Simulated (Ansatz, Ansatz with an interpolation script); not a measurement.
# SnO2 (Pbcn): what limits a Wannier interpolation of GW

Aim: vary the Wannier model and the GW settings for SnO2 (Pbcn) and see what the interpolated bands lose.

Main program and level: Ansatz 0.2.0; maximally localised Wannier functions, LDA, plane waves, PAW.

## Step 1: Starting point

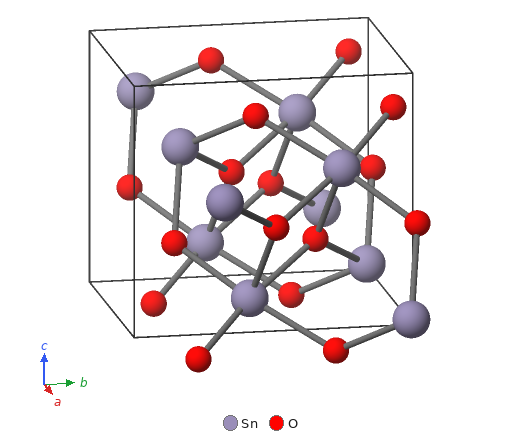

Start, viewed slightly off an axis; tin purple, oxygen red. 2×1×1 cells are drawn. Some periodic images of atoms are drawn too.

Coordinates:

```cif
data_structure
_symmetry_space_group_name_H-M 'Pbcn'
_symmetry_Int_Tables_number 60
_cell_length_a 4.7351
_cell_length_b 5.7509
_cell_length_c 5.2471
_cell_angle_alpha 90.000
_cell_angle_beta 90.000
_cell_angle_gamma 90.000
_cell_volume 142.89
loop_
_atom_site_label
_atom_site_type_symbol
_atom_site_symmetry_multiplicity
_atom_site_Wyckoff_symbol
_atom_site_fract_x
_atom_site_fract_y
_atom_site_fract_z
_atom_site_occupancy
Sn1 Sn 4 c 0.50000 0.66545 0.75000 1
O1 O 8 d 0.73031 0.60712 0.07860 1
```

The cell and positions are those that the Materials Project relaxed with its own functionals (PBE, PBE+U or r2SCAN), kept fixed. This is not the form that SnO2 usually takes at ambient conditions. The default PAW set here is soft_2. Its files were made with PBE.

## Step 2: Wannier model on 8×8×8

Localised functions give a small Hamiltonian that interpolates between mesh points at no cost.

File input.yaml:

```yaml
crystal:
  lattice:
    - [4.73514617, 0.0, 0.0]
    - [0.0, 5.75091223, 0.0]
    - [0.0, 0.0, 5.24711425]
  atoms:
    - { symbol: Sn, position: [0.5, 0.66544775, 0.75] }
    - { symbol: Sn, position: [0.0, 0.83455225, 0.25] }
    - { symbol: Sn, position: [0.5, 0.33455225, 0.25] }
    - { symbol: Sn, position: [0.0, 0.16544775, 0.75] }
    - { symbol: O, position: [0.73030504, 0.60712347, 0.07860358] }
    - { symbol: O, position: [0.23030504, 0.89287653, 0.92139642] }
    - { symbol: O, position: [0.76969496, 0.89287653, 0.57860358] }
    - { symbol: O, position: [0.26969496, 0.60712347, 0.42139642] }
    - { symbol: O, position: [0.73030504, 0.39287653, 0.57860358] }
    - { symbol: O, position: [0.23030504, 0.10712347, 0.42139642] }
    - { symbol: O, position: [0.76969496, 0.10712347, 0.07860358] }
    - { symbol: O, position: [0.26969496, 0.39287653, 0.92139642] }
kpoints:
  mp_grid: { grid: [4, 4, 4] }
hamiltonian:
  xc: lda
scf:
  occupations: { method: fixed }
  n_extra_bands: 76
output:
  wannier:
    kmesh: [8, 8, 8]
    projections:
      - { species: O, l: p, shell: 2 }
      - { species: Sn, l: s, shell: 5 }
      - { species: Sn, l: p, shell: 5 }
    minimise: true
    write_hr: true
    seedname: w
    conv_tol: 1.0e-06
    max_iter: 20000
    stability_check: false
    disentanglement:
      window: [0.81, 22.04]
      frozen_window: [0.81, 13.1]
      conv_tol: 1.0e-08
```

Command:

```sh
> ansatz run input.yaml --threads 16 --pin off --max-ram 64512MiB --backend cuda --events-out ev --progress --plain --runs-dir out --devices 1 --max-vram 78GiB
```

Numbers of over 12 decimals in the logs are rounded to 6 here.

Log:

```text
scf.n_extra_bands = 76 over 52 filled bands (N_el = 104.0): the run solves 128 bands
GPUs: using 1 of 1 available (devices: 1).
Engine: ansatz 0.2.0, aarch64-unknown-linux-gnu
Pseudopotentials: kind: paw
Pseudopotential: Sn, paw, valence charge 14, recommended cutoff 420 eV (normal), Sn.paw.azcp
Pseudopotential: O, paw, valence charge 6, recommended cutoff 420 eV (normal), O.paw.azcp
Functional definition: SPW92
  exchange = slater_x
  correlation = pw_c
concurrent solve slots: 14 of 16 are kept, ahead of what memory takes: no pass of the eigensolver takes more rounds on 14
[...]
Crystal: 12 atoms, lattice volume = 142.886 Å³
Basis set: ecut = 420 eV, 2809 PW (Γ)
Bands: 128, of which v1, the nominal top of the filled ones, is band 52 counted from 1 (51 counted from 0)
Symmetry: 8 space group operations
Space group: Pbcn (ITA 60), of the structure as read, at distance tolerance 5.2e-5 Å
k-points: 27 of 64
Non-local potential: Sn, projectors of the file, l = 0: 2, l = 1: 2, l = 2: 2, l = 3: 2
Non-local potential: O, projectors of the file, l = 0: 2, l = 1: 2, l = 2: 1
PAW form: soft (Blöchl's): semilocal exchange-correlation on the pseudo side does not see the compensation charge
PAW frozen core: Sn, regenerated for the run's functional, and the local potential with it (the file was generated under x = pbe(κ = 0.804, μ = 0.219515), c = pbe(β = 0.066725))
PAW frozen core: O, regenerated for the run's functional, and the local potential with it (the file was generated under x = pbe(κ = 0.804, μ = 0.219515), c = pbe(β = 0.066725))
PAW one-centre angular grid: Sn, 590 points (default); XC on 64 Gauss nodes
PAW one-centre angular grid: O, 110 points (default); XC on 64 Gauss nodes
Initial density: superposition of atomic densities (neutral atoms: chi_scale 0, normalization atom), corrected by the library's trained network
Initial wavefunctions: pseudopotential atomic-orbital guess
[...]
Functional: x = slater, c = lda
SCF iter   1: F=—  HF=-27960.657348 eV  |F-HF|=—  |Δ(HF+E_count)|=         —  Δρ=1.92e-2  dr2=4.38e-1  ethr=1.77e-3  ⟨swp⟩=5.0  Hψ=11950  notcnv=0  defer=1986
preconditioner: auto → Resta (q_TF=auto, 2.588 Å⁻¹)  ε∞=2.0  [insulator: Δε(μ)=1.085 eV  Ē_g=32.361 eV  n_scr=38 (ndim 8)  ℏωp=31.7 eV  f_vac=0.028  ε∞_Penn≈2.0]
SCF iter   2: F=—  HF=-27960.532970 eV  |F-HF|=—  |Δ(HF+E_count)|=   1.24e-1  Δρ=5.84e-3  dr2=1.90e-2  ethr=4.21e-4  ⟨swp⟩=2.0  Hψ=4289  notcnv=0  defer=1989
SCF iter   3: F=—  HF=-27960.526434 eV  |F-HF|=—  |Δ(HF+E_count)|=   6.54e-3  Δρ=2.08e-3  dr2=3.18e-3  ethr=1.83e-5  ⟨swp⟩=2.7  Hψ=3001  notcnv=0  defer=1990
SCF iter   4: F=—  HF=-27960.525533 eV  |F-HF|=—  |Δ(HF+E_count)|=   9.00e-4  Δρ=5.96e-4  dr2=2.85e-4  ethr=3.06e-6  ⟨swp⟩=2.0  Hψ=1580  notcnv=0  defer=1989
[...]
SCF 1 converged in 7 iterations: F = -27960.525310 eV  dr2 = 4.67e-9
[...]
concurrent solve slots: 14 of 16 are kept, ahead of what memory takes: no pass of the eigensolver takes more rounds on 14
[...]
NSCF: frozen V_eff on 27 k-points
[...]
concurrent solve slots: 15 of 16 are kept, ahead of what memory takes: no pass of the eigensolver takes more rounds on 15
[...]
NSCF: frozen V_eff on 129 k-points
[...]
SCF converged after 7 iterations
[...]
k-point 26: bands = [... 48 lower, 8.5059, 8.5059, 8.5059, 8.5059, 14.1092, 14.1092, 14.1092, 14.1092, ... 6 higher]
Wannier search: line search 1 of at most 20000: gauge-dependent spread (as the search counts it) 14.3265813 Å², largest recent change 1.0e0 Å² against conv_tol 1.0e-6 Å², 0 stops escaped
Wannier search: line search 100 of at most 20000: gauge-dependent spread (as the search counts it) 9.5719532 Å², largest recent change 5.4e-3 Å² against conv_tol 1.0e-6 Å², 0 stops escaped
Wannier search: line search 200 of at most 20000: gauge-dependent spread (as the search counts it) 9.4675974 Å², largest recent change 4.9e-4 Å² against conv_tol 1.0e-6 Å², 0 stops escaped
Wannier search: line search 300 of at most 20000: gauge-dependent spread (as the search counts it) 9.4288117 Å², largest recent change 3.4e-4 Å² against conv_tol 1.0e-6 Å², 0 stops escaped
Wannier search: line search 400 of at most 20000: gauge-dependent spread (as the search counts it) 9.4027056 Å², largest recent change 2.1e-4 Å² against conv_tol 1.0e-6 Å², 0 stops escaped
Wannier search: line search 500 of at most 20000: gauge-dependent spread (as the search counts it) 9.3869675 Å², largest recent change 1.3e-4 Å² against conv_tol 1.0e-6 Å², 0 stops escaped
Wannier search: line search 600 of at most 20000: gauge-dependent spread (as the search counts it) 9.3781633 Å², largest recent change 6.7e-5 Å² against conv_tol 1.0e-6 Å², 0 stops escaped
Wannier search: line search 700 of at most 20000: gauge-dependent spread (as the search counts it) 9.3734229 Å², largest recent change 3.6e-5 Å² against conv_tol 1.0e-6 Å², 0 stops escaped
[...]
Wannier search: line search 1100 of at most 20000: gauge-dependent spread (as the search counts it) 5.7770089 Å², largest recent change 1.6e-2 Å² against conv_tol 1.0e-6 Å², 0 stops escaped
Wannier search: line search 1200 of at most 20000: gauge-dependent spread (as the search counts it) 4.8960280 Å², largest recent change 3.1e-3 Å² against conv_tol 1.0e-6 Å², 0 stops escaped
Wannier search: line search 1300 of at most 20000: gauge-dependent spread (as the search counts it) 4.8084429 Å², largest recent change 1.5e-4 Å² against conv_tol 1.0e-6 Å², 0 stops escaped
Wannier search: line search 1400 of at most 20000: gauge-dependent spread (as the search counts it) 4.8041895 Å², largest recent change 7.7e-6 Å² against conv_tol 1.0e-6 Å², 0 stops escaped
WARN: <dir> 872 periodic images of 872 elements of H(R) lie 4.88e-4 to 1.95e-3 Å beyond their element's nearest image, near the 9.77e-4 Å window within which an element is shared among its images; whether they share it moves the interpolated H(k) by 2.4e-3 eV (Frobenius norm, root mean square over the Brillouin zone); at the model's own mesh points H(k) does not change
```

The job ended after 28 s (1 × NVIDIA GB200 (shared by 2 runs) with 16 threads of Arm Neoverse V2, shared host; peak memory 2.1 GiB).

Numbers from this step:

| Item | Value |
| --- | --- |
| gauge-invariant spread | 50.73 Å² |
| diagonal spread | 0.02984 Å² |
| off-diagonal spread | 4.774 Å² |
| total spread | 55.54 Å² |
| least projectability | 0.3310 |
| localisation steps | 1471 |
| disentanglement steps | 332 |
| r.m.s. interpolation error | 1.88e-4 eV |
| r.m.s. error near the gap | 2.18e-4 eV |

Near the gap the model misses directly solved bands by 0.2 meV r.m.s. and by 5 meV at most in the window tested. This tests the starting bands, not the corrections carried with them.

## Step 3: Wannier model on 4×4×4

Changes to input.yaml since step 2:

```diff
@@ -27,3 +27,3 @@
   wannier:
-    kmesh: [8, 8, 8]
+    kmesh: [4, 4, 4]
     projections:
```

Log:

```text
[...]
GPUs: using 1 of 1 available (devices: 1).
[...]
Crystal: 12 atoms, lattice volume = 142.886 Å³
Basis set: ecut = 420 eV, 2809 PW (Γ)
Bands: 128, of which v1, the nominal top of the filled ones, is band 52 counted from 1 (51 counted from 0)
Symmetry: 8 space group operations
[...]
k-points: 27 of 64
[...]
SCF iter   1: F=—  HF=-27960.657348 eV  |F-HF|=—  |Δ(HF+E_count)|=         —  Δρ=1.92e-2  dr2=4.38e-1  ethr=1.77e-3  ⟨swp⟩=5.0  Hψ=11950  notcnv=0  defer=1986
[...]
SCF iter   7: F=-27960.525310 eV  HF=-27960.525310 eV  |F-HF|=2.50e-9  |Δ(HF+E_count)|=   7.62e-8  Δρ=2.06e-6  dr2=4.67e-9  ethr=9.62e-11  ⟨swp⟩=14.0  Hψ=26631  notcnv=0
SCF 1 converged in 7 iterations: F = -27960.525310 eV  dr2 = 4.67e-9
[...]
NSCF: frozen V_eff on 27 k-points
[...]
NSCF: frozen V_eff on 31 k-points, pencils in batches of 32, up to order 512
[...]
SCF converged after 7 iterations
[...]
k-point 2: bands = [... 48 lower, 8.6302, 8.6302, 8.6913, 8.6913, 13.1642, 13.1642, 14.8612, 14.8612, ... 6 higher]
  k-point 26: bands = [... 48 lower, 8.5059, 8.5059, 8.5059, 8.5059, 14.1092, 14.1092, 14.1092, 14.1092, ... 6 higher]
[...]
```

It took 5.2 s on 1 × NVIDIA GB200 (shared by 2 runs) with 16 threads; peak memory 1.3 GiB; 20 s of CPU time.

This step gave:

- gauge-invariant spread: 47.72 Å²
- diagonal spread: 0.02787 Å²
- off-diagonal spread: 5.109 Å²
- total spread: 52.86 Å²
- least projectability: 0.3310
- localisation steps: 412
- disentanglement steps: 102
- r.m.s. interpolation error: 0.001462 eV
- r.m.s. error near the gap: 0.001323 eV

Near the gap the model misses directly solved bands by 1.3 meV r.m.s. and by 14 meV at most in the window tested. This tests the starting bands, not the corrections carried with them.

Frozen up to 4.22 eV; above it the model need not follow the bands. Electronic bands along the path, in eV, zero at the valence-band top; v1 is the highest filled band, c1 the lowest empty one:

```tsv
point	v4	v3	v2	v1	c1	c2	c3	c4
Γ	-0.61	-0.17	-0.13	-0.02	1.22	6.14	6.19	6.60
X	-0.28	-0.28	-0.05	-0.05	4.38	4.38	5.07	5.07
S	-0.59	-0.59	-0.19	-0.19	4.81	4.81	5.89	5.89
Y	-0.91	-0.91	-0.10	-0.10	3.93	3.93	6.85	6.85
Γ	-0.61	-0.17	-0.13	-0.02	1.22	6.14	6.19	6.60
Z	-0.24	-0.24	-0.18	-0.18	4.31	4.31	5.99	5.99
U	-0.24	-0.24	-0.24	-0.24	4.79	4.79	4.79	4.79
R	-0.37	-0.37	-0.37	-0.37	5.24	5.24	5.24	5.24
T	-0.32	-0.32	-0.32	-0.32	5.38	5.38	5.38	5.38
Z	-0.24	-0.24	-0.18	-0.18	4.31	4.31	5.99	5.99
jump to X	-0.28	-0.28	-0.05	-0.05	4.38	4.38	5.07	5.07
U	-0.24	-0.24	-0.24	-0.24	4.79	4.79	4.79	4.79
jump to Y	-0.91	-0.91	-0.10	-0.10	3.93	3.93	6.85	6.85
T	-0.32	-0.32	-0.32	-0.32	5.38	5.38	5.38	5.38
jump to S	-0.59	-0.59	-0.19	-0.19	4.81	4.81	5.89	5.89
R	-0.37	-0.37	-0.37	-0.37	5.24	5.24	5.24	5.24
```

The same for Kohn-Sham, solved directly:

```tsv
point	v4	v3	v2	v1	c1	c2	c3	c4
Γ	-0.61	-0.17	-0.13	-0.02	1.22	5.96	6.01	6.60
X	-0.28	-0.28	-0.05	-0.05	4.38	4.38	5.06	5.06
S	-0.59	-0.59	-0.19	-0.19	4.81	4.81	5.88	5.88
Y	-0.91	-0.91	-0.10	-0.10	3.93	3.93	6.66	6.66
Γ	-0.61	-0.17	-0.13	-0.02	1.22	5.96	6.01	6.60
Z	-0.24	-0.24	-0.18	-0.18	4.29	4.29	5.99	5.99
U	-0.24	-0.24	-0.24	-0.24	4.79	4.79	4.79	4.79
R	-0.37	-0.37	-0.37	-0.37	5.23	5.23	5.23	5.23
T	-0.32	-0.32	-0.32	-0.32	5.36	5.36	5.36	5.36
Z	-0.24	-0.24	-0.18	-0.18	4.29	4.29	5.99	5.99
X	-0.28	-0.28	-0.05	-0.05	4.38	4.38	5.06	5.06
U	-0.24	-0.24	-0.24	-0.24	4.79	4.79	4.79	4.79
Y	-0.91	-0.91	-0.10	-0.10	3.93	3.93	6.66	6.66
T	-0.32	-0.32	-0.32	-0.32	5.36	5.36	5.36	5.36
```

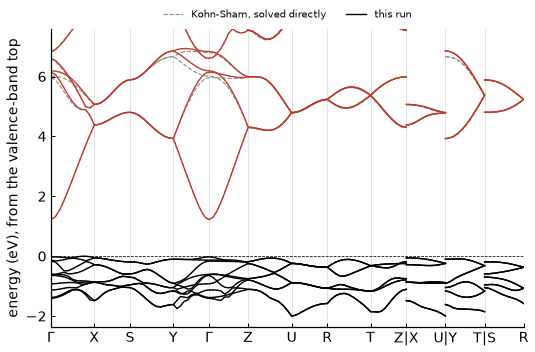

Electronic bands along the path; lines of filled and empty bands in two colours; dashed: Kohn-Sham, solved directly.

## Step 4: A faulty Wannier input

Changes to input.yaml since step 3:

```diff
@@ -39,4 +39,4 @@
     disentanglement:
-      window: [0.81, 22.04]
-      frozen_window: [0.81, 13.1]
+      window: [0.81, 10.1]
+      frozen_window: [0.81, 9.9]
       conv_tol: 1.0e-08
```

Log:

```text
scf.n_extra_bands = 76 over 52 filled bands (N_el = 104.0): the run solves 128 bands
GPUs: using 1 of 1 available (devices: 1).
Engine: ansatz 0.2.0, aarch64-unknown-linux-gnu
Pseudopotentials: kind: paw
Pseudopotential: Sn, paw, valence charge 14, recommended cutoff 420 eV (normal), Sn.paw.azcp
Pseudopotential: O, paw, valence charge 6, recommended cutoff 420 eV (normal), O.paw.azcp
Functional definition: SPW92
  exchange = slater_x
  correlation = pw_c
concurrent solve slots: 14 of 16 are kept, ahead of what memory takes: no pass of the eigensolver takes more rounds on 14
device memory: the entry about to start is reckoned to put 11.8 GiB on a device that reports 129.4 GiB free (of which the cap on the GPU budget leaves the run 78.0 GiB)
GPU FFT provider: cuFFT
GPU libraries: cuBLAS 13.8.1, cuFFT 12.4.0, cuSOLVER 12.3.2
GPU matrix products: emulated (plane waves: as basis.precision tells), large ones in fixed point in workspaces of 1.00 GiB
Crystal: 12 atoms, lattice volume = 142.886 Å³
Basis set: ecut = 420 eV, 2809 PW (Γ)
Bands: 128, of which v1, the nominal top of the filled ones, is band 52 counted from 1 (51 counted from 0)
Symmetry: 8 space group operations
Space group: Pbcn (ITA 60), of the structure as read, at distance tolerance 5.2e-5 Å
k-points: 27 of 64
Non-local potential: Sn, projectors of the file, l = 0: 2, l = 1: 2, l = 2: 2, l = 3: 2
Non-local potential: O, projectors of the file, l = 0: 2, l = 1: 2, l = 2: 1
PAW form: soft (Blöchl's): semilocal exchange-correlation on the pseudo side does not see the compensation charge
[...]
NSCF: frozen V_eff on 27 k-points
[...]
device memory: the entry about to start is reckoned to put 5.4 GiB on a device that reports 129.4 GiB free (of which the cap on the GPU budget leaves the run 78.0 GiB)
NSCF: frozen V_eff on 31 k-points, pencils in batches of 32, up to order 512
the Wannier pass solved 31 of the 64 points of its mesh, and has the states at the others by symmetry: states obtained by the crystal's operations at points that were solved too leave a residual of 1.27e-12 eV (read by the count's bands and the next), within 1.11e-5 eV
SCF converged after 7 iterations
Free energy (F): -27960.525310 eV
Harris-Foulkes:  -27960.525310 eV  (|F-HF|=2.50e-9)
Internal energy: -27960.525310 eV  (E = F + TS)
E sigma→0 (E₀):  -27960.525310 eV
Fermi energy:    8.853488 eV
--- Per-component energies (eV) ---
  E_band       = -256.175228
  E_kinetic    = 2157.037175
  E_local      = -5603.921468  (includes V_loc(G=0)·N_el)
  E_nonlocal   = 301.003530
  E_hartree    = 2901.895911
  E_xc         = -2082.829955
  E_vxc        = -1127.330193  (∫ρ·V_xc dr)
  E_paw        = -17203.365733  (= ΣΔE_a)
  E_vpaw       = -1786.775885  (= ΣTr[D̂ρ^β])
  E_aug_tail   = 0.020110  (compensation charges beyond the density's cutoff)
  E_ewald      = -8432.839844
  E_core_change = 2.474965  (= ΣΔE_core)
  E_smearing   = -0.000000  (= −TS)
  E_closure    = 0.000000  (closes the sum)
  Σ components = -27960.525310   (vs F -27960.525310, Δ=0.00e0)
--- Band table (eV; the first three rows and the last of 27) ---
  k-point 0: bands = [... 48 lower, 8.2683, 8.7092, 8.7420, 8.8535, 10.0977, 14.8353, 14.8866, 15.4779, ... 72 higher]
  k-point 1: bands = [... 48 lower, 8.2825, 8.6998, 8.7254, 8.7470, 11.3584, 14.4800, 14.8170, 15.3202, ... 72 higher]
  k-point 2: bands = [... 48 lower, 8.6302, 8.6302, 8.6913, 8.6913, 13.1642, 13.1642, 14.8612, 14.8612, ... 72 higher]
  k-point 26: bands = [... 48 lower, 8.5059, 8.5059, 8.5059, 8.5059, 14.1092, 14.1092, 14.1092, 14.1092, ... 72 higher]
```

Elapsed: 3.3 s, on 1 × NVIDIA GB200 (shared by 2 runs) with 16 threads; peak memory 1.3 GiB.

The self-consistent loop converged; the step after it was not made. The program's words: output.wannier: at mesh point 0 (counted from 0) output.wannier.disentanglement.window holds 25 states for 40 functions, beside 0 of inner shells that are left out. Raise the window's top, and output.wannier.disentanglement.top_band where it is typed. No Wannier file is written

The fault put into this input: an outer window with too few states.

## Step 5: G0W0: 4×4×4 mesh, 1058 empty bands, screening to 220 eV

Now the one-shot GW correction: screening in the RPA, then the self-energy of the levels asked for.

This step: G0W0 on LDA, plane waves, PAW.

input.yaml, the sections that differ from step 4:

```yaml
scf:
  occupations: { method: fixed }
gw:
  n_empty_bands: 1058
  ecut_chi: 220.0
  qp_bands: [v24, c2]
  screening: { model: contour_deformation }
# crystal, kpoints, hamiltonian: as in step 4
# output: removed
```

Log:

```text
GPUs: using 1 of 1 available (devices: 1).
[...]
Crystal: 12 atoms, lattice volume = 142.886 Å³
Basis set: ecut = 420 eV, 2809 PW (Γ)
Bands: 64, of which v1, the nominal top of the filled ones, is band 52 counted from 1 (51 counted from 0)
Symmetry: 8 space group operations
[...]
k-points: 27 of 64
[...]
25    31      2.9460   -24.5286     4.6209   -19.1277  0.7116     2.1520     2.1660  root
[...]
26    51      8.5059   -26.4863     5.0697   -20.5189  0.7325     7.5801     7.6083  root
    26    52      8.5059   -26.4863     5.0697   -20.5189  0.7325     7.5801     7.6083  root
    26    53     14.1092   -14.5339    -4.6918   -20.3291  0.7829    15.2634    15.2127  root
    26    54     14.1092   -14.5339    -4.6918   -20.3291  0.7829    15.2634    15.2127  root
[key lines of the parts left out:]
SCF converged after 7 iterations
Free energy (F): -27960.525310 eV
Fermi energy:    8.853469 eV
```

Elapsed: 5.5 min, on 1 × NVIDIA GB200 (shared by 2 runs) with 16 threads; peak memory 5 GiB.

The G0W0 gap on the mesh is 2.799 eV.

(Continued in part 2 of 2.)

[Paths, hosts, dates, memory and timing lines, banners, echoed tables and standing remarks are left out of the program output.]

[Logs are printed without paths, hosts, clocks, repeated set-up lines and the standing remarks that a program may print on its own settings, such as how far it seeks lower states.]

[Runs of the session that timed out or met a known fault of the program may be left out.]

[Hosts, paths, dates, database ids (printed as entryN), source tags and the programs' standing remarks are cut or masked in the printed files.]
